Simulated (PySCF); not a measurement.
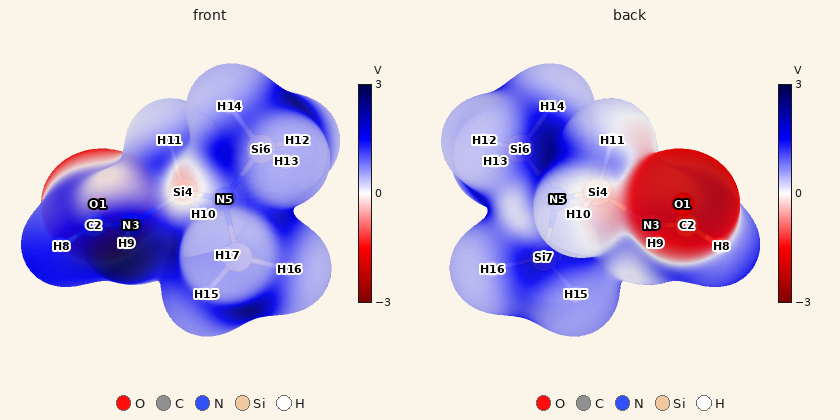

*CH10N2OSi3 (SMILES O=CN[SiH2]N([SiH3])[SiH3]). The electrostatic potential painted on the density surface at 0.004 e/bohr³, seen from the front and from behind; the colour scale runs from red (negative) to blue (positive).*

Geometry: GFN2-xTB.

Level of theory: PBE0/pcSseg-1, SCF density, gas phase, non-relativistic (PySCF 2.14.0).

```xyz
17

O     3.4616   -0.8823    0.0039
C     3.0425    0.0857    0.5907
N     1.7411    0.3893    0.6144
Si    0.7159   -0.7329   -0.2621
N    -0.8883   -0.0804   -0.1032
Si   -2.2059   -1.2102    0.0762
Si   -1.2427    1.5952   -0.4450
H     3.7030    0.7785    1.1426
H     1.4207    1.1998    1.1173
H     1.1362   -0.7528   -1.6601
H     0.7789   -2.0198    0.4156
H    -2.3872   -1.9386   -1.1812
H    -3.3994   -0.4333    0.4034
H    -1.8754   -2.1335    1.1587
H     0.0086    2.3006   -0.7242
H    -2.1330    1.6846   -1.6038
H    -1.8838    2.1620    0.7460
```

**Which sites attract a positive test charge, and which a negative one?**

A positive charge is drawn to the negative regions and a negative charge to the positive ones. The most negative region (about −2.1 V, or −48 kcal/mol for a unit charge) lies over O1, the most positive (about +2.9 V, or +67 kcal/mol for a unit charge) over H9. O1 is the likeliest acceptor of a hydrogen bond.

**How polar is the molecule by this calculation?**

Its dipole moment is 3.46 D.
